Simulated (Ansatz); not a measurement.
Hypothetical P4_2/mnm GaN: pressure series

Take GaN (space group P4_2/mnm, No. 136; a hypothetical phase, not in the database extracts checked) as the base.

```cif
data_Ga4N4
_chemical_formula_sum 'Ga4 N4'
_space_group_name_H-M_alt 'P 1'
_space_group_IT_number 1
_cell_length_a 5.53504
_cell_length_b 5.53504
_cell_length_c 3.21404
_cell_angle_alpha 90.000
_cell_angle_beta 90.000
_cell_angle_gamma 90.000
loop_
_space_group_symop_operation_xyz
  'x, y, z'
loop_
_atom_site_label
_atom_site_type_symbol
_atom_site_fract_x
_atom_site_fract_y
_atom_site_fract_z
_atom_site_occupancy
Ga1 Ga 0.32058 0.67942 0.00000 1
Ga2 Ga 0.67942 0.32058 0.00000 1
Ga3 Ga 0.82058 0.82058 0.50000 1
Ga4 Ga 0.17942 0.17942 0.50000 1
N1 N 0.31781 0.31781 0.00000 1
N2 N 0.68219 0.68219 0.00000 1
N3 N 0.18219 0.81781 0.50000 1
N4 N 0.81781 0.18219 0.50000 1
```

Cell and atoms are relaxed at each pressure.

Levels (all Ansatz, a program for electronic structure, PAW): PBE (420 eV, no spin-orbit coupling); PBEsol (420 eV, scalar-relativistic without spin-orbit coupling).

The base cell above is that of PBE; each level relaxes its own structures.

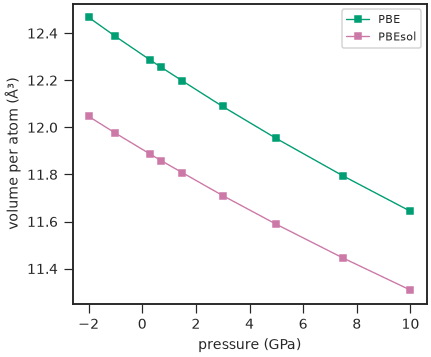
Figure. Volume per atom under two levels

Q: How do the two levels compare along the series?

A: PBE lies above PBEsol in every row, by 0.33 Å³ to 0.42 Å³. They put the cases in the same order.

Load acts through the strain it causes; cell and atoms are relaxed under it. Whether these cells are dynamically stable was not tested. Competing high-pressure phases were not computed.
